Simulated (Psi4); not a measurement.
**UB2PLYP/aug-cc-pVDZ (density fitting for correlation) run of CH2BCl (SMILES B[C]Cl)**

What is the vertical ionisation energy of CH2BCl at UB2PLYP/aug-cc-pVDZ (density fitting for correlation)? 

The results are computed with Psi4 1.11.

1 further run of the same task is left out (set aside as unsound or not needed).

**1. The structure to begin with**

The species is CH2BCl (5 atoms), meant as a triplet with charge 0. SMILES: `B[C]Cl`. Geometry: relaxed at GFN2-xTB.

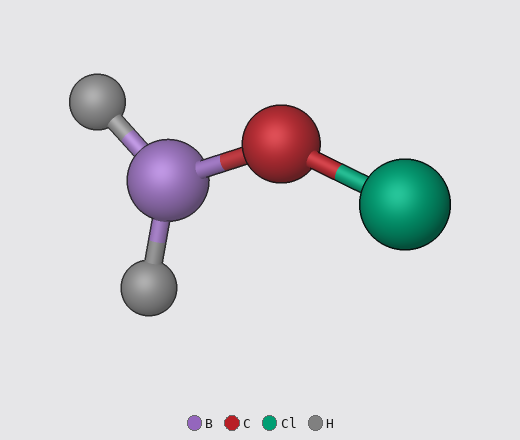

Viewed from a chosen angle; boron purple, carbon red, chlorine teal, hydrogen grey.

**2. A single-point energy at UB2PLYP/aug-cc-pVDZ (density fitting for correlation)**

Input file ch2bcl.dat:

```
memory 1600 MB

molecule {
  0 3
  B      0.414180     0.139370    -0.472520
  C     -0.487440     0.280880     0.684730
  Cl    -1.470630    -0.583120     1.652980
  H      0.575730    -0.915570    -0.969770
  H      0.968160     1.078440    -0.895430
  symmetry c1
}

set basis aug-cc-pVDZ
set reference uks
set puream true
set e_convergence 1e-09
set d_convergence 1e-08
set scf_type pk
set dft_radial_points 99
set dft_spherical_points 590
set num_frozen_docc 7
set maxiter 200

e = energy('b2plyp')
```

Command:

```console
$ psi4 -i ch2bcl.dat -o ch2bcl.out -n 1
```

ch2bcl.out:

```text
[...]
  Running in c1 symmetry.
[...]
  Nuclear repulsion =   71.802307569803247
[...]
  Multiplicity = 3
[...]
  Nalpha       = 16
  Nbeta        = 14
[...]
    Number of basis functions: 91
[...]
   @UKS iter   1:  -523.67787208062725   -3.18295e-01   5.91848e-03 ADIIS/DIIS
[...]
   @UKS iter  14:  -523.90566887943260   -1.47793e-12   4.33444e-09 DIIS
[...]
   @S^2 Observed:                2.011091374E+00
[...]
    Orbital Energies [Eh]
    ---------------------
    Alpha Occupied:
       1A   -102.977331     2A    -10.710552     3A     -9.973095
       4A     -7.611875     5A     -7.607883     6A     -7.606690
       7A     -7.122148     8A     -1.050690     9A     -0.776002
      10A     -0.600096    11A     -0.499207    12A     -0.485637
      13A     -0.485392    14A     -0.417947    15A     -0.313322
      16A     -0.299343
    Alpha Virtual:
      17A      0.013379    18A      0.023182    19A      0.033116
      20A      0.038316    21A      0.055760    22A      0.068631
      23A      0.079274    24A      0.088206    25A      0.109270
[...]
  @UKS Final Energy:  -523.90566887943260
   => Energetics <=
    Nuclear Repulsion Energy =             71.8023075698032471
    One-Electron Energy =                -862.1572200619946216
    Two-Electron Energy =                 284.7865397903899520
    DFT Exchange-Correlation Energy =     -18.3372961776312309
    Empirical Dispersion Energy =           0.0000000000000000
    VV10 Nonlocal Energy =                  0.0000000000000000
    Total Energy =                       -523.9056688794325964
[...]
 Multipole Moments:
 ------------------------------------------------------------------------------------
     Multipole            Electronic (a.u.)      Nuclear  (a.u.)        Total (a.u.)
 ------------------------------------------------------------------------------------
 L = 1.  Multiply by 2.5417464519 to convert [e a0] to [Debye]
 Dipole X            :         -2.5083095            2.4036172           -0.1046923
 Dipole Y            :         -0.6577332            0.5550762           -0.1026570
 Dipole Z            :          2.9172861           -2.8168870            0.1003991
 Magnitude           :                                                    0.1777046
[...]
```

Wall time 35 s (1 thread of Intel Xeon Platinum 8259CL at 2.50GHz (Skylake/Cascade Lake), shared host); peak memory 0.81 GiB.

**3. The doublet cation**

Input file ch2bcl.xyz:

```xyz
5
CH2BCl
B      0.414180     0.139370    -0.472520
C     -0.487440     0.280880     0.684730
Cl    -1.470630    -0.583120     1.652980
H      0.575730    -0.915570    -0.969770
H      0.968160     1.078440    -0.895430
```

Input file run.py:

```python
import numpy as np
from ase.calculators.psi4 import Psi4
from ase.io import read

atoms = read('ch2bcl.xyz')
calc = Psi4(atoms=atoms, method='b2plyp', basis='aug-cc-pVDZ', memory='1600MB', num_threads=1, charge=1, multiplicity=2, label='ch2bcl', reference='uks')
calc.psi4.set_options({'puream': True, 'e_convergence': 1e-09, 'd_convergence': 1e-08, 'scf_type': 'pk', 'dft_radial_points': 99, 'dft_spherical_points': 590, 'num_frozen_docc': 7, 'maxiter': 200})
atoms.calc = calc

print(f'energy: {atoms.get_potential_energy():.6f} eV')
```

Command:

```console
$ python run.py
```

ch2bcl.dat:

```text
[...]
  Running in c1 symmetry.
[...]
  Nuclear repulsion =   71.802307569803247
[...]
  Multiplicity = 2
[...]
  Nalpha       = 15
  Nbeta        = 14
[...]
    Number of basis functions: 91
[...]
   @UKS iter   1:  -523.37239376832554   -1.28172e-02   5.21939e-03 ADIIS/DIIS
[...]
   @UKS iter  20:  -523.56845637479796   -6.02540e-12   6.23786e-09 DIIS
[...]
   @S^2 Observed:                7.614300780E-01
[...]
    Orbital Energies [Eh]
    ---------------------
    Alpha Occupied:
       1A   -103.276321     2A    -11.059869     3A    -10.267536
       4A     -7.906360     5A     -7.901880     6A     -7.900482
       7A     -7.386016     8A     -1.327897     9A     -1.045232
      10A     -0.862278    11A     -0.762713    12A     -0.738831
      13A     -0.725075    14A     -0.650096    15A     -0.593629
    Alpha Virtual:
      16A     -0.371324    17A     -0.201035    18A     -0.151844
      19A     -0.132840    20A     -0.093412    21A     -0.087088
      22A     -0.079790    23A     -0.058540    24A     -0.054162
      25A     -0.040769    26A     -0.036983    27A     -0.023521
[...]
  @UKS Final Energy:  -523.56845637479796
   => Energetics <=
    Nuclear Repulsion Energy =             71.8023075698032471
    One-Electron Energy =                -853.7095826837328332
    Two-Electron Energy =                 276.4977567625170991
    DFT Exchange-Correlation Energy =     -18.1589380233854882
    Empirical Dispersion Energy =           0.0000000000000000
    VV10 Nonlocal Energy =                  0.0000000000000000
    Total Energy =                       -523.5684563747979610
[...]
 Multipole Moments:
 ------------------------------------------------------------------------------------
     Multipole            Electronic (a.u.)      Nuclear  (a.u.)        Total (a.u.)
 ------------------------------------------------------------------------------------
 L = 1.  Multiply by 2.5417464519 to convert [e a0] to [Debye]
 Dipole X            :         -1.8952013            2.4036172            0.5084159
 Dipole Y            :         -0.3078973            0.5550762            0.2471790
 Dipole Z            :          2.2569144           -2.8168870           -0.5599726
 Magnitude           :                                                    0.7957094
[...]
```

On the terminal:

```text
energy: -14250.077064 eV
```

It took 45 s on 1 thread of Intel Xeon Platinum 8259CL at 2.50GHz (Skylake/Cascade Lake), shared host; peak memory 0.85 GiB.

**4. Summary of results**

Level: UB2PLYP/aug-cc-pVDZ (density fitting for correlation), 7 core orbitals frozen.

| quantity | value |
| --- | --- |
| triplet CH2BCl: total energy | -524.01400 Eh |
| triplet CH2BCl: HOMO energy (SCF part's orbitals) (highest over α and β) | -8.15 eV |
| triplet CH2BCl: LUMO energy (SCF part's orbitals) (lowest over α and β) | -2.12 eV |
| triplet CH2BCl: ⟨S²⟩ | 2.011 |
| doublet cation: total energy | -523.68068 Eh |
| doublet cation: HOMO energy (SCF part's orbitals) (highest over α and β) | -16.15 eV |
| doublet cation: LUMO energy (SCF part's orbitals) (lowest over α and β) | -10.10 eV |
| doublet cation: ⟨S²⟩ | 0.761 |
| vertical ionisation energy (to the doublet cation) | 9.070 eV |

What this shows: The vertical ionisation energy comes to 9.07 eV (875 kJ/mol).
